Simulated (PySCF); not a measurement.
C6H6F3O (SMILES F[C+]1CCC=C1OC(F)F) (charge +1)

```xyz
16

F    -0.5493   -2.4590    0.8764
C    -0.6704   -1.2548    0.4340
C    -1.9617   -0.6261    0.1692
C    -1.5879    0.7660   -0.3252
C    -0.1270    0.8061   -0.2955
C     0.4048   -0.3908    0.1512
O     1.6854   -0.7731    0.3233
C     2.6799    0.1266    0.0315
F     2.5361    1.2389    0.7688
F     2.5982    0.5178   -1.2499
H    -2.5904   -0.6171    1.0695
H    -2.5465   -1.2057   -0.5573
H    -1.9609    0.9787   -1.3349
H    -2.0109    1.5708    0.2886
H     0.4414    1.6764   -0.5906
H     3.6515   -0.3457    0.2296
```

Geometry: GFN2-xTB, NEB image 0 of 0 to 8.

Theory: PBE0/pcSseg-1, SCF density, gas phase, non-relativistic (PySCF).

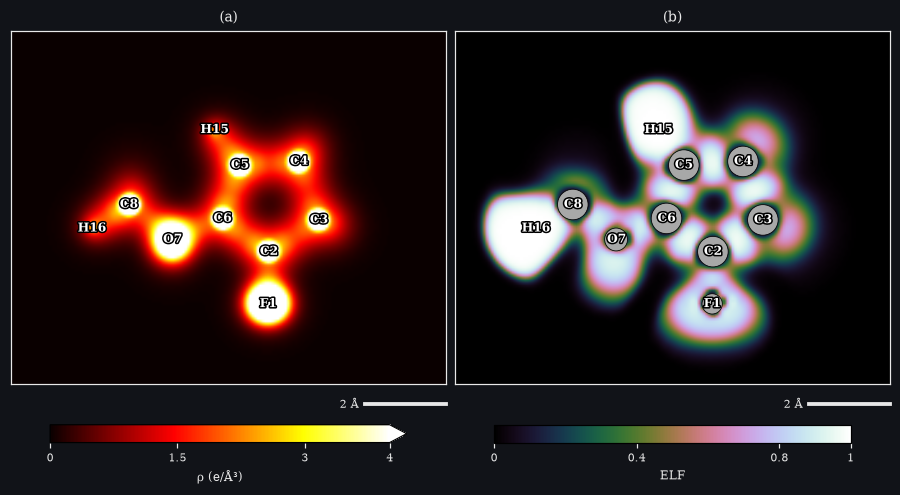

Figure 1. (a) electron density; (b) electron localisation function on the plane of atoms C3, C2 and C6. Grey discs cover the atomic cores in the ELF map.

What does the map show?

The plane passes through F, C, O and H nuclei.
C–F (1.29 Å): the density is about 2.7 e/Å³ at the midpoint; the ELF peaks at about 0.85 between the atoms, as expected for a polar covalent bond.
C–O (1.35 Å): ρ at the midpoint is about 2.4 e/Å³, with its minimum of 2 e/Å³ about 0.5 Å from C; the ELF peaks at about 0.90 between the atoms, as expected for a polar covalent bond.
C–C (1.38 Å): ρ is about 2.1 e/Å³ halfway; the ELF peaks at about 0.95 between the atoms: localised, covalent bonding.
C–H (1.08 Å): ρ at the midpoint is about 2.2 e/Å³; the ELF climbs to about 1 towards the hydrogen, as it does in any bond to H; an ordinary covalent bond to hydrogen.
C–C (1.46 Å): the density is about 1.9 e/Å³ at the midpoint; the ELF peaks at about 0.95 between the atoms: a covalent bond.
The ELF also peaks beside F1 and O7, away from the bonds: lone-pair regions.

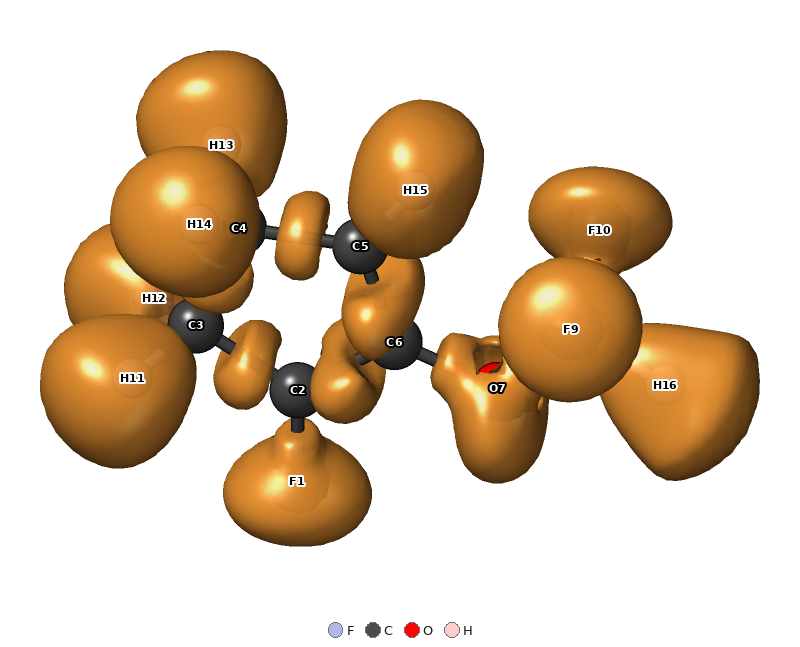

Figure 2. Isosurface of the electron localisation function at 0.75 (orange), seen at a tilt. Core shells and regions of very low density are left out.

What do the ELF domains correspond to?

At this value the surface marks out five regions between bonded C–C atoms (shared pairs), six regions around hydrogen nuclei, three regions on F in which the atom's valence shell and bonds are merged and one region on O in which the atom's valence shell and bonds are merged.

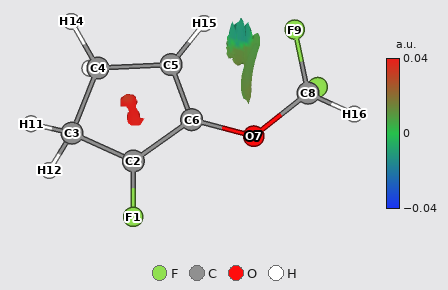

Figure 3. Non-covalent interaction (NCI) plot: the surface where the reduced density gradient is 0.5, for densities under 0.05 a.u., coloured by sign(λ₂)ρ; seen at a tilt.

Which non-covalent interactions does the plot reveal?

- Near H15, C5 and C8: mostly steric crowding (olive to red)
- Inside the ring or cage of C2, C3, C4, C5 and C6: steric crowding (red)
